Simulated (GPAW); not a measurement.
**Se: optical spectrum from first principles**

Wanted: where Se starts to absorb, how strongly, and its refractive index.

Main program and level: GPAW 26.7.0; DFT, LDA, plane-wave PAW (GPAW data sets), scalar-relativistic, RPA, optical limit.

## 1. The structure

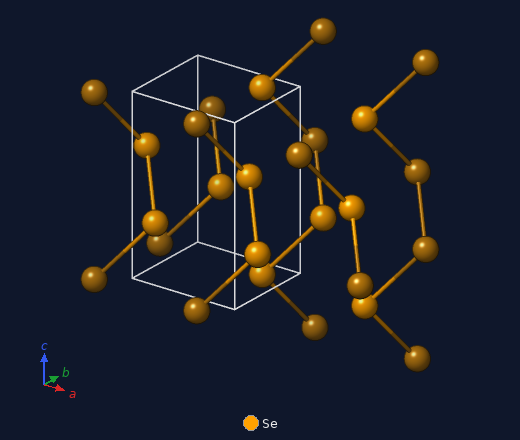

The cell as given, slightly off an axis (selenium orange). 2×1×1 cells are drawn. Some periodic images of atoms are drawn too.

## 2. Ground state

First the ground state: is it a metal or has it a gap?

This step: DFT, LDA, plane-wave PAW (GPAW data sets), scalar-relativistic, ground state (GPAW 26.7.0).

gs.py reads:

```python
from ase import Atoms
from ase.dft.bandgap import bandgap
from gpaw import GPAW, PW, FermiDirac

atoms = Atoms(['Se', 'Se', 'Se'],
              cell=[[4.36620000, 0.00000000, 0.00000000],
                    [-2.18310000, 3.78124012, 0.00000000],
                    [0.00000000, 0.00000000, 4.95360000]],
              scaled_positions=[[0.77460000, 0.77460000, 0.00000000],
                                [0.00000000, 0.22540000, 0.66666667],
                                [0.22540000, 0.00000000, 0.33333333]],
              pbc=[True, True, True])
atoms.calc = GPAW(mode=PW(500), xc='LDA', kpts={'size': (6, 6, 5), 'gamma': True},
                  occupations=FermiDirac(0.05), maxiter=150, txt='gs.txt')
print('energy (eV)', atoms.get_potential_energy())
print('Fermi level (eV)', atoms.calc.get_fermi_level())
print('valence electrons', atoms.calc.get_number_of_electrons())
print('gap (eV)', bandgap(atoms.calc, output=None)[0])
print('direct gap (eV)', bandgap(atoms.calc, direct=True, output=None)[0])
atoms.calc.write('gs.gpw')
```

Launch:

```bash
$ OMP_NUM_THREADS=1 python gs.py
```

Numbers of over 12 decimals in the logs are rounded to 6 here.

What it wrote:

```text
__  _  _
 | _ |_)|_||  |
 |__||  | ||/\| - 26.7.0

Versions:
  Python: 3.12.14
  ASE:    3.29.0
  Numpy:  2.5.5
  Scipy:  1.18.1
  Libxc:  7.0.0

Input parameters:
  mode=PW(ecut=500.0),
  kpts=MonkhorstPack(size=(6, 6, 5), gamma=True),
  maxiter=150,
  occupations=Occupations(name='fermi-dirac', width=0.05, fixmagmom=False),
  xc=XC(name='LDA')

Diagonalizing LCAO Hamiltonian
Converting LCAO to pw mode

       Se

           Se
              Se

Atoms  # Å, Bohr magnetons
|   | symbol |         x |        y |        z |    initial magnetic moments |
| 0 |     Se |  1.691029 | 2.928949 | 0.000000 | ( 0.0000,  0.0000,  0.0000) |
| 1 |     Se | -0.492071 | 0.852292 | 3.302400 | ( 0.0000,  0.0000,  0.0000) |
| 2 |     Se |  0.984141 | 0.000000 | 1.651200 | ( 0.0000,  0.0000,  0.0000) |

Unit cell  # Å
| periodic |         x |        y |        z |  lengths |     angles |
|      yes |  4.366200 | 0.000000 | 0.000000 | 4.366200 |  90.000000 |
|      yes | -2.183100 | 3.781240 | 0.000000 | 4.366200 |  90.000000 |
|      yes |  0.000000 | 0.000000 | 4.953600 | 4.953600 | 120.000000 |

Number of symmetries: 1
Symmetry operations  # r_c * U_cc + t_c -> r_c
|   | kind |            matrix            |
| 0 |  E   |  1, 0, 0,  0, 1, 0,  0, 0, 1 |

BZ-sampling:
  Number of BZ points: 180
  Number of IBZ points: 92

  Monkhorst-Pack size: [6, 6, 5]
  Monkhorst-Pack shift: [0.083333, 0.083333, 0.0]

K-points  # in reciprocal-cell coordinates
|     |                                coordinates |     weight |
|   0 | (  0.00000000,   0.00000000,   0.00000000) | 0.00555556 |
|   1 | (  0.00000000,   0.00000000,   0.20000000) | 0.01111111 |
|   2 | (  0.00000000,   0.00000000,   0.40000000) | 0.01111111 |
|   3 | (  0.00000000,   0.16666667,  -0.40000000) | 0.01111111 |
|   4 | (  0.00000000,   0.16666667,  -0.20000000) | 0.01111111 |
|   5 | (  0.00000000,   0.16666667,   0.00000000) | 0.01111111 |
|   6 | (  0.00000000,   0.16666667,   0.20000000) | 0.01111111 |
|   7 | (  0.00000000,   0.16666667,   0.40000000) | 0.01111111 |
|   8 | (  0.00000000,   0.33333333,  -0.40000000) | 0.01111111 |
|   9 | (  0.00000000,   0.33333333,  -0.20000000) | 0.01111111 |
| ... |                                            |            |
|  91 | (  0.50000000,   0.50000000,   0.40000000) | 0.01111111 |

Plane wave coefficients: 2094
Cutoff: 500.0 eV

Spin-components: 1 (collinear spins)
Bands:           12
Projectors:      15
Spin-degeneracy: 2
Datatype:        complex128

Parallelization:
  kpt:    1
  domain: 1
  band:   1

Density:
  Valence electrons: 18.0
  Components: 1
  Grid points: [24 24 27]
  Charge: 0.0  # |e|

Potential:
  Grid points: [24 24 27]

species:
  Se:
    name:    Selenium
    id:
    Z:       34.0
    valence: 6
    core:    28
    charge:  0.0  # [|e|]
    compensation charges:
      type: gauss
      rc: 0.27  # [Å]
      lmax: 2
    cutoffs:
      filter: 1.77  # [Å]
      core: 2.67  # [Å]
    projectors
    | kind |    occ | energy [eV] | rcut [Å] |
    |   4s |  2.000 |     -17.472 |    0.847 |
    |   4p |  4.000 |      -6.656 |    1.005 |
    |    s |        |       9.739 |    0.847 |
    |    p |        |      20.555 |    1.005 |
    |    d |        |       0.000 |    0.847 |

    Using partial waves for Se as LCAO basis

Reference energy: -198051.520922  # eV

eigensolver:
  PPCG
  Converge bands: occupied
  niter=2

density mixing:
  MSR1-Mixer
  Pratt-step length: 0.05
  Maximum mixing coefficient: 0.75
  Old densities: 10
  SVD Regularization: 0.005
  Good broyden scale: 1.0
  Trust region scale: 1.0
  Backstep threshold: 4.0
  History deletion threshold: 6.0
  Fourier metric: weight=20.0, sigma=0.015

occupation numbers:
  Fermi-Dirac:
    width: 0.0500  # eV

poisson solver:
  ecut: 4000.0  # eV

xc functional:
  name: None

convergence criteria:
- Maximum [total energy] change in last 3 cyles: 0.0005 eV / valence electron
- Maximum integral of absolute [dens]ity change: 0.0001 electrons / valence electron
- Maximum integral of absolute [eigenst]ate change: 4e-08 eV^2 / valence electron
maximum number of iterations: 150

SCF iterations
|iter     |      energy | eigst |  dens |
|iter:   1||  -12.418856 | -0.35 |       |
|iter:   2||  -12.414335 | -2.18 | -1.13 |
|iter:   3||  -12.312648 | -2.54 | -1.16 |
|iter:   4||  -12.306669 | -3.42 | -1.73 |
|iter:   5||  -12.306678c| -4.35 | -2.54 |
|iter:   6||  -12.306691c| -5.13 | -2.98 |
|iter:   7||  -12.306692c| -5.86 | -3.74 |
|iter:   8||  -12.306692c| -6.60 | -4.45c|
|iter:   9||  -12.306692c| -7.33 | -4.95c|
|iter:  10||  -12.306692c| -7.69c| -5.44c|

Converged in 10 steps
SCF loop duration: 29.099 s (2.910 s/step)
Energy contributions relative to reference atoms: (reference = -198051.520922)

Energy contributions:
  Kinetic:          15.994945
  Coulomb:         -16.070242
  Zero:             -0.029785
  External:          0.000000
  Xc:              -12.201610
  Entropy:          -0.000001
  Spinorbit:         0.000000
  ----------------------------
  Free energy:     -12.306693
  Extrapolated:    -12.306692

dipole moment: (-8.062290, -13.964295, -18.293875)  # |e|*Ang

Fermi level: 4.724
Eigenvalues  # (at kpt = [0.000, 0.000, 0.000])
| band index |      eig [eV] | occ [0-2] |
|          0 |       -11.708 |     2.000 |
|          1 |        -7.599 |     2.000 |
|          2 |        -7.599 |     2.000 |
|          3 |         0.333 |     2.000 |
|          4 |         0.333 |     2.000 |
|          5 |         0.400 |     2.000 |
|          6 |         2.148 |     2.000 |
|          7 |         2.148 |     2.000 |
|          8 |         3.799 |     2.000 |
|          9 |         5.983 |     0.000 |
|         10 |         5.983 |     0.000 |
|         11 |         6.280 |     0.000 |

Gap: 1.180 eV
Transition (v -> c):
  (s=0, k=75, n=8, [0.33, 0.50, 0.40]) -> (s=0, k=2, n=9, [0.00, 0.00, 0.40])
Direct/indirect transitions are different
Direct gap: 1.406 eV
Transition at: (s=0, k=70, n=8, [0.33, 0.33, 0.40])

--- standard output ---
energy (eV) -12.306692
Fermi level (eV) 4.723823
valence electrons 18.0
gap (eV) 1.180062
direct gap (eV) 1.406405
```

It took 31 s on 1 thread of Arm Neoverse V2, shared host; peak memory 0.2 GiB.

This step gave:

```
energy                 : -12.31 eV
Fermi energy           : 4.724 eV
gap on the k-mesh      : 1.180 eV
direct gap on the mesh : 1.406 eV
electrons              : 18
```

There is a gap, 1.18 eV on this mesh (points off the mesh can give less), so no carriers' term is needed.

## 3. Bands for the response

At the fixed density, many empty bands are solved on the mesh of the response, since the spectrum sums over them.

This step: DFT, LDA, plane-wave PAW (GPAW data sets), scalar-relativistic, bands at fixed density (GPAW 26.7.0).

nscf.py reads:

```python
from ase.dft.bandgap import bandgap
from gpaw import GPAW, FermiDirac

calc = GPAW('gs.gpw').fixed_density(kpts={'size': (12, 12, 12), 'gamma': True}, nbands=31, convergence={'bands': 25},
                                    occupations=FermiDirac(0.001), txt='nscf.txt')
print('gap (eV)', bandgap(calc, output=None)[0])
print('direct gap (eV)', bandgap(calc, direct=True, output=None)[0])
calc.write('full.gpw', mode='all')
```

Launch:

```bash
$ OMP_NUM_THREADS=1 python nscf.py
```

What it wrote:

```text
Diagonalizing LCAO Hamiltonian
Converting LCAO to pw mode
convergence criteria:
- Maximum integral of absolute [eigenst]ate change: 4e-08 eV^2 / valence electron
maximum number of iterations: 150

SCF iterations
|iter     |      energy | eigst |  dens |
|iter:   1||             | +2.46 |       |
|iter:   2||             | +1.14 |       |
|iter:   3||             | -0.69 |       |
|iter:   4||             | -2.16 |       |
|iter:   5||             | -3.59 |       |
|iter:   6||             | -4.77 |       |
|iter:   7||             | -6.09 |       |
|iter:   8||             | -7.05 |       |
|iter:   9||             | -7.76c|       |
SCF steps: 9
  __  _  _
 | _ |_)|_||  |
 |__||  | ||/\| - 26.7.0

Versions:
  Python: 3.12.14
  ASE:    3.29.0
  Numpy:  2.5.5
  Scipy:  1.18.1
  Libxc:  7.0.0

Input parameters:
  mode=PW(ecut=500.0),
  convergence={'bands': 25},
  gpts=array([24, 24, 27]),
  kpts=MonkhorstPack(size=(12, 12, 12), gamma=True),
  maxiter=150,
  nbands=31,
  occupations=Occupations(name='fermi-dirac', width=0.001, fixmagmom=False),
  parallel={},
  xc=XC(name='LDA')

--- standard output ---
gap (eV) 0.906651
direct gap (eV) 1.123737
```

The job ended after 11 min (1 thread; peak memory 1.4 GiB).

This step gave:

| Property | Result |
| --- | --- |
| gap on the k-mesh | 0.9067 eV |
| direct gap on the mesh | 1.124 eV |

## 4. Dielectric function, RPA

Transitions between filled and empty bands, summed over the zone, give the optical response, so mesh, band count and broadening shape it.

The induced potential is part of this response.

This step: DFT, LDA, plane-wave PAW (GPAW data sets), scalar-relativistic, RPA, optical limit (GPAW 26.7.0).

df.py reads:

```python
from gpaw.response.df import DielectricFunction

df = DielectricFunction('full.gpw', frequencies={'type': 'nonlinear', 'domega0': 0.03, 'omega2': 8},
                        ecut=80,
                        eta=0.1,
                        nbands=25,
                        txt='df.txt')
for direction in ['x', 'z']:
    df.get_dielectric_function(xc='RPA', direction=direction, filename=f'df_{direction}.csv')
```

Launch:

```bash
$ OMP_NUM_THREADS=1 python df.py
```

What it wrote:

```text
Using integrator: PointIntegrator
NonLinearFrequencyDescriptor(from 0.000 to 34.796 eV, 415 points)
Nonperiodic BCs:  [False False False]
Using integrator: PointIntegrator
NonLinearFrequencyDescriptor(from 0.000 to 34.796 eV, 415 points)
Nonperiodic BCs:  [False False False]

Calculating chi0 body with:
    Ground state adapter containing:
    Number of spins: 1
    Number of kpoints: 1728
    Number of irreducible kpoints: 868
    Number of completely occupied states: 9
    Number of partially occupied states: 9

    Linear response parametrization:
    q_c: [0.0, 0.0, 0.0]
    Number of frequency points: 415
    Planewave cutoff: 80.0
    Number of bands: 25
    Number of planewaves: 145
    Broadening (eta): 0.1

Integrating chi0 body.

Symmetries of q_c:
    Direct symmetries (Uq -> q): 1
    Indirect symmetries (TUq -> q): 1
In total 2 allowed symmetries.

868 groups of equivalent kpoints. 49.768519% reduction.

Integral kind: spectral function

Calculating chi0 optical extensions with:
    Ground state adapter containing:
    Number of spins: 1
    Number of kpoints: 1728
    Number of irreducible kpoints: 868
    Number of completely occupied states: 9
    Number of partially occupied states: 9

    Linear response parametrization:
    Number of frequency points: 415
    Planewave cutoff: 80.0
    Number of bands: 25
    Number of planewaves: 145
    Broadening (eta): 0.1
Integrating chi0 head and wings.

Symmetries of q_c:
    Direct symmetries (Uq -> q): 1
    Indirect symmetries (TUq -> q): 1
In total 2 allowed symmetries.

868 groups of equivalent kpoints. 49.768519% reduction.

Integral kind: spectral function wings
```

The job ended after 93 s (1 thread; peak memory 0.72 GiB).

This step gave:

- electronic dielectric constant ε∞, mean over x, y and z (by symmetry where fewer were run): 11.11

Sum at mesh points, not converged in k; values under the direct gap are tails of Lorentzian lines. The Im ε by photon energy; read off at these points:

```csv
photon energy (eV),E ∥ x,E ∥ z
0.00,0,0
0.50,0.162,0.212
1.00,0.870,0.728
1.50,4.90,6.41
2.00,5.35,8.66
2.50,10.7,21.1
2.86,12.7,27.7
2.90,12.8,27.6
3.00,12.3,26.1
3.50,9.29,15.8
4.00,6.33,8.09
4.50,3.48,4.84
5.00,2.42,3.62
5.50,2.13,3.81
6.00,1.58,3.68
6.50,1.75,5.32
7.00,1.84,5.12
7.50,2.20,7.23
8.00,2.93,5.87
8.50,2.89,4.58
9.00,2.88,3.55
9.50,3.86,1.97
9.75,4.01,1.44
10.00,3.74,1.36
10.50,3.27,1.55
11.00,3.31,1.50
11.50,3.04,1.22
12.00,2.57,1.06
12.50,2.42,0.929
13.00,2.03,0.849
```

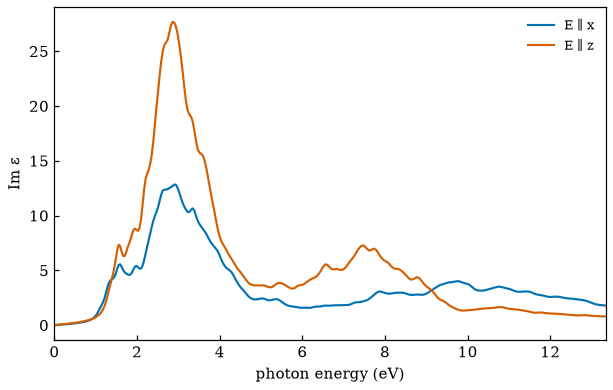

Im ε, plotted against photon energy.

The reflectivity at normal incidence has structure finer than the step of the table below, so its rows give means over 1 eV, whole bins alone (the curve runs from 0 to 13.3 eV). Peaks (eV: height): E ∥ x 3.4: 42.0, 13.0: 29.6; E ∥ z 3.9: 60.6, 9.6: 59.7, 11.6: 43.3.

Sum at mesh points, not converged in k. Table of reflectivity at normal incidence by photon energy; means over each step:

| photon energy (eV) | E ∥ x (%) | E ∥ z (%) |
| --- | --- | --- |
| 1 | 29.8 | 37.5 |
| 2 | 32.9 | 43.8 |
| 3 | 40.6 | 55.3 |
| 4 | 40.7 | 57.0 |
| 5 | 23.4 | 35.2 |
| 6 | 9.95 | 22.2 |
| 7 | 9.97 | 28.9 |
| 8 | 14.9 | 42.0 |
| 9 | 16.3 | 51.8 |
| 10 | 21.9 | 50.5 |
| 11 | 23.5 | 40.4 |
| 12 | 25.4 | 40.1 |

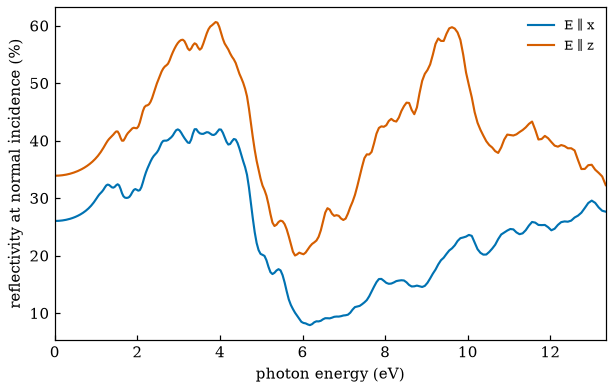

Reflectivity at normal incidence, plotted against photon energy.

Sum at mesh points, not converged in k; values under the direct gap are tails of Lorentzian lines. Table of Im ε, E ∥ x by photon energy; read off at these points:

```csv
photon energy (eV),without local fields,with local fields
0.0,0,0
1.0,1.02,0.870
2.0,6.14,5.35
3.0,14.7,12.3
4.0,7.78,6.33
5.0,3.81,2.42
6.0,4.10,1.58
7.0,4.25,1.84
7.8,5.16,2.96
8.0,4.90,2.93
9.0,4.53,2.88
10.0,3.67,3.74
11.0,3.10,3.31
12.0,2.26,2.57
13.0,1.36,2.03
```

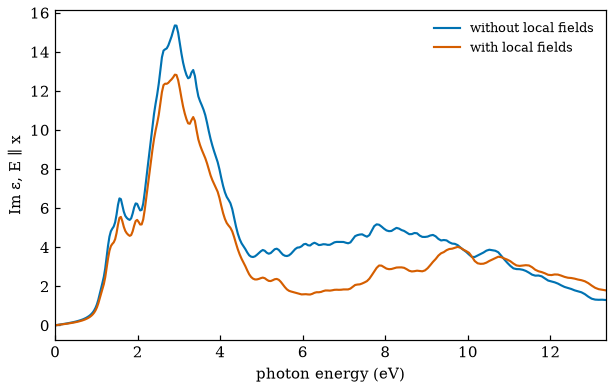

Im ε, E ∥ x, plotted against photon energy.

Sum at mesh points, not converged in k; values under the direct gap are tails of Lorentzian lines. The loss function −Im 1/ε at q → 0 by energy loss; read off at these points:

```csv
energy loss (eV),E ∥ x,E ∥ z
0.00,0,0
0.50,0.00166,9.6e-4
1.00,0.00647,0.00257
1.50,0.0309,0.0147
2.00,0.0386,0.0193
2.50,0.0473,0.0246
3.00,0.0765,0.0382
3.50,0.108,0.0589
4.00,0.147,0.0788
4.50,0.244,0.138
5.00,0.411,0.261
5.50,0.456,0.262
5.61,0.502,0.278
6.00,0.398,0.235
6.50,0.278,0.165
7.00,0.235,0.180
7.50,0.194,0.138
8.00,0.227,0.153
8.50,0.249,0.164
8.58,0.252,0.171
9.00,0.218,0.161
9.50,0.215,0.175
10.00,0.260,0.318
10.50,0.289,0.427
11.00,0.302,0.417
11.50,0.328,0.459
12.00,0.385,0.578
12.50,0.402,0.681
13.00,0.442,0.818
```

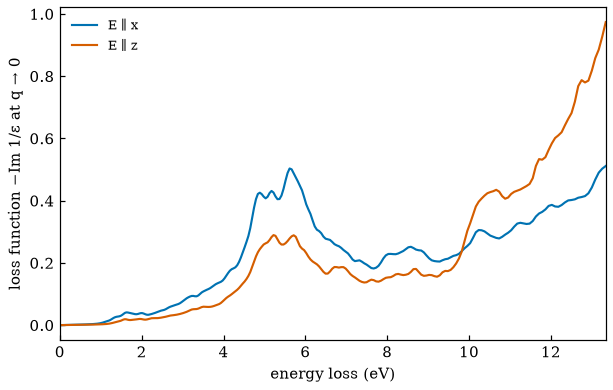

Loss function −Im 1/ε at q → 0, plotted against energy loss.

At chosen wavelengths:

```
wavelength (nm)   n x    k x  R (%) x  1/α x   n z    k z  R (%) z   1/α z
            800  3.43  0.794     32.2  80 nm  4.43  0.819     41.2   78 nm
            633  3.35  0.798     31.5  63 nm  4.48  0.980     42.2   51 nm
            450  3.24  1.919     40.2  19 nm  4.50  2.923     53.6   12 nm
            365  2.31  2.229     42.0  13 nm  2.61  3.344     56.9  8.7 nm
            308  1.51  2.022     41.9  12 nm  1.40  2.793     58.7  8.8 nm
            248  1.14  1.065     20.2  19 nm  1.19  1.518     32.9   13 nm
            193  1.44  0.590      8.6  26 nm  1.92  1.258     24.0   12 nm
```

Below the direct gap, k and the depth come from the tails of the Lorentzian lines, not from transitions.

Rows near the edge hang on the gap, which this functional as a rule makes too small, and phonon-assisted absorption is left out.

## 5. Outcome

| Quantity | Value |
| --- | --- |
| electronic dielectric constant ε∞, mean over x, y and z (by symmetry where fewer were run) (RPA) | 11.1 |

In words: At this level (LDA, RPA) Se has a mean ε∞ = 11.1 and n = 3.26 at 1550 nm (E ∥ x). On the mesh the gap is 0.91 eV and the least direct gap 1.12 eV, so on this mesh the band edges lie at different points. Local fields change the static value along x from 11.41 to 9.50 (-17 %). The static values by axis are 9.50 (x), 14.34 (z). Excitons and phonon-assisted transitions are missing; LDA gaps are as a rule too small, which pulls the onset down and ε∞ up. The curves end at 13 eV, about where the summed bands run out. The sum runs over mesh points 0.14 Å⁻¹ apart with no interpolation, so peaks are partly noise of the mesh; over so small a direct gap single mesh points weigh heavily, so ε∞, n and their changes from run to run can be far off. Besides steps told in other documents, this task had 2 runs with a known fault of program or setting; those not told in a step above aren't shown.

[Machine, clock and banner lines and Python warnings are left out of the logs.]

[Logs are printed without paths, hosts, clocks, repeated set-up lines and the standing remarks that a program may print on its own settings, such as how far it seeks lower states.]

[Hosts, paths, dates, database ids (printed as entryN), source tags and the programs' standing remarks are cut or masked in the printed files.]
